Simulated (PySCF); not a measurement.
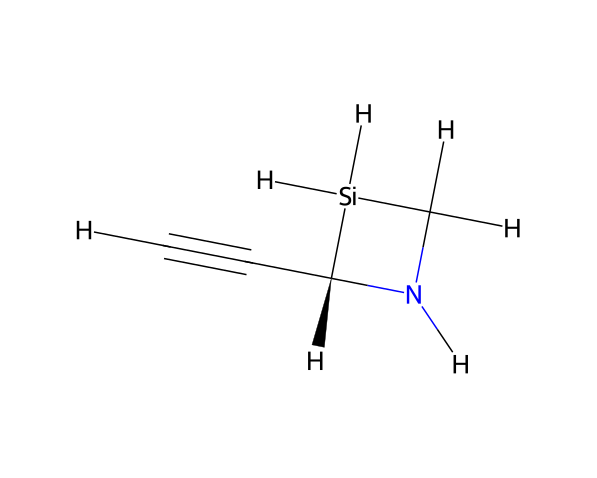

Write the SMILES.

C#C[C@H]1NC[SiH2]1

Give the formula, hydrogens included.

C4H7NSi.

An optimisation with GFN2-xTB gave a structure of which point group?

C1.

More results for the same structure follow; atom numbers are the same in all pictures, views and colours differ. The geometry was computed by an optimisation with GFN2-xTB. No frequency run is at hand to confirm it as a minimum.

### Dipole moment

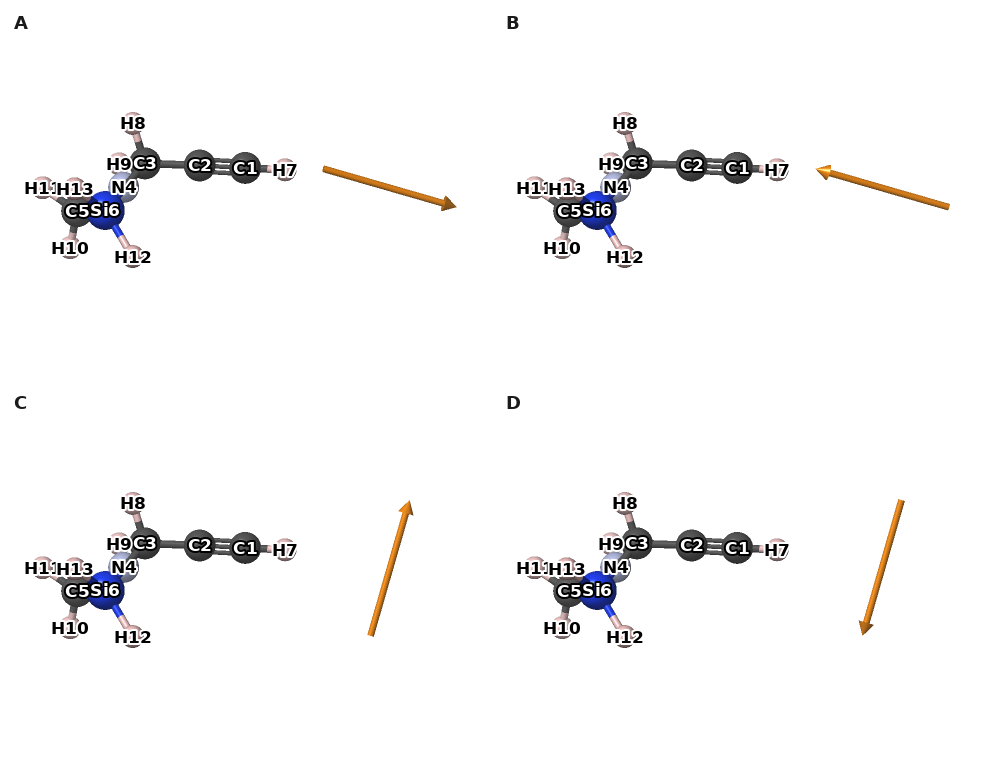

The same molecule four times, each with an arrow. No frequency run is at hand to confirm it as a minimum. Properties computed with PBE0/def2-SVPD, gas phase (PySCF 2.14.0).

Which arrow points along the dipole moment, from the negative to the positive end?

B. The dipole moment is 1.70 D; it points from the side of H7 to the side of H11 (the outermost atoms at the two ends).

### Polarisability

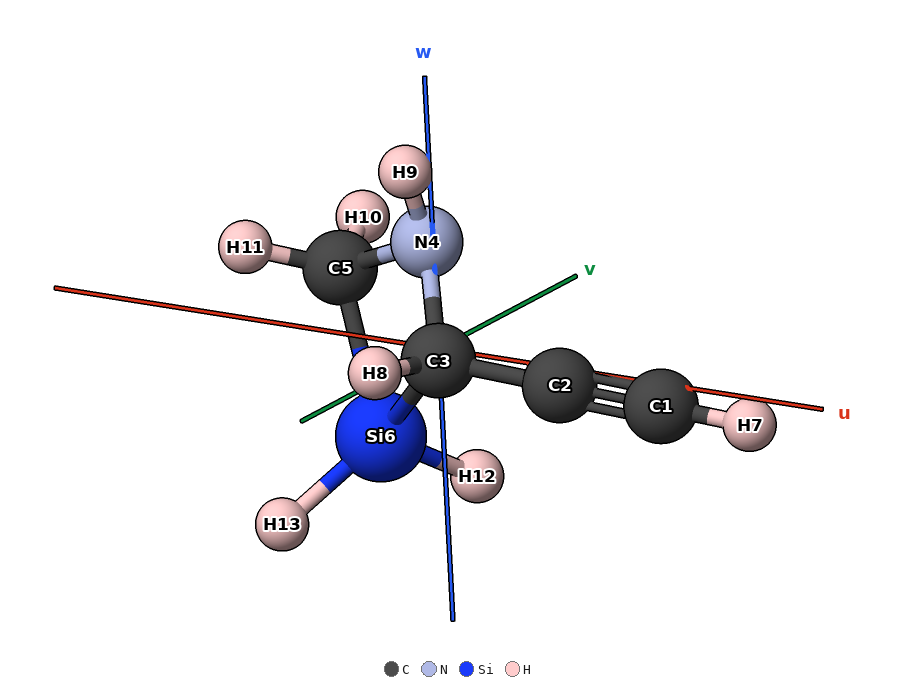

The lines u, v and w are the principal axes of the static dipole polarisability. No frequency run is at hand to confirm it as a minimum. Method: PBE0/def2-SVPD (PySCF 2.14.0).

Along which axis is the molecule most polarisable, and along which least?

Most along u (close to the long direction C1···C5), least along v.

Give the three principal values.

u 100.8, v 63.4, w 74.7 bohr³; mean 79.6, anisotropy 33.2 bohr³.

### Core levels

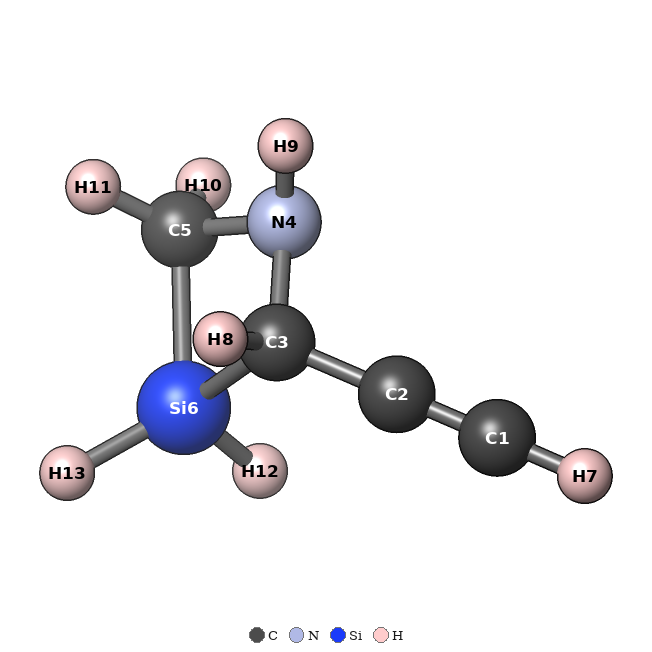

No frequency run is at hand to confirm it as a minimum. Level of theory: delta-SCF UKS SCAN, pcX-2 on the ionised atom, pcseg-1 elsewhere, spin-free X2C (PySCF 2.14.0).

Give the core-electron binding energies (to vacuum; p and d levels without spin–orbit splitting) of C1 1s, C2 1s, C3 1s, N4 1s, C5 1s, Si6 1s, Si6 2p.

| atom | level | binding energy (eV) |
| --- | --- | --- |
| C1 | 1s | 289.6 |
| C2 | 1s | 290.2 |
| C3 | 1s | 291.4 |
| N4 | 1s | 404.6 |
| C5 | 1s | 290.7 |
| Si6 | 1s | 1846.4 |
| Si6 | 2p | 106.9 |

The geometry is semi-empirical. Around Si such bond lengths and angles can be off by a tenth of an ångström or more and by several degrees, and values that hang on the shape move with them.
